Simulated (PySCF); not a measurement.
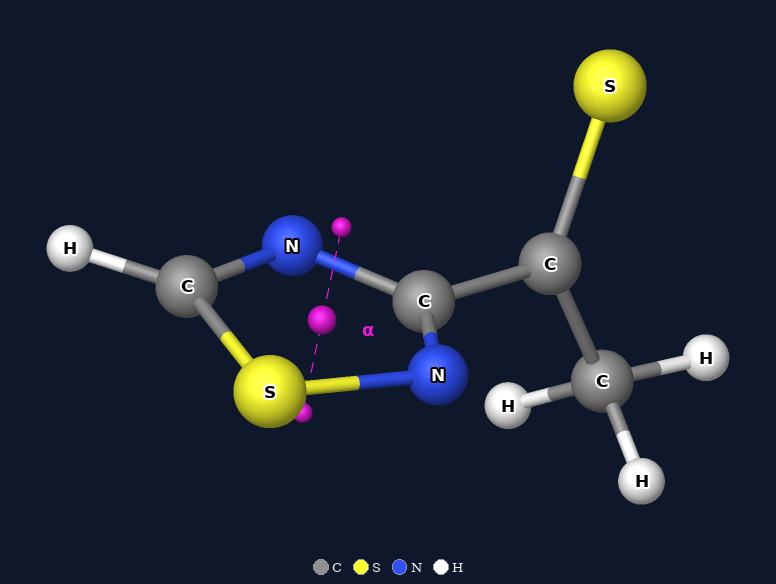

The small points mark where nucleus-independent chemical shifts (NICS) were computed: at the centre of each lettered ring and 1 Å above and below it. Geometry: a frame of a GFN2-xTB molecular-dynamics simulation, not a minimum. Properties computed with GIAO PBE0/pcSseg-1 NMR shielding, non-relativistic, gas phase (PySCF 2.14.0).

Give NICS(0), NICS(1) and the out-of-plane component NICS(1)zz for each ring (means of the two sides).

| ring | members | NICS(0) | NICS(1) | NICS(1)zz |
| --- | --- | --- | --- | --- |
| α | C2N2S | −13.1 | −12.0 | −30.3 |

Values in ppm.

Question. What do the values say about the ring currents?

Answer. Ring α: diatropic, as in an aromatic ring. NICS is one index among several.
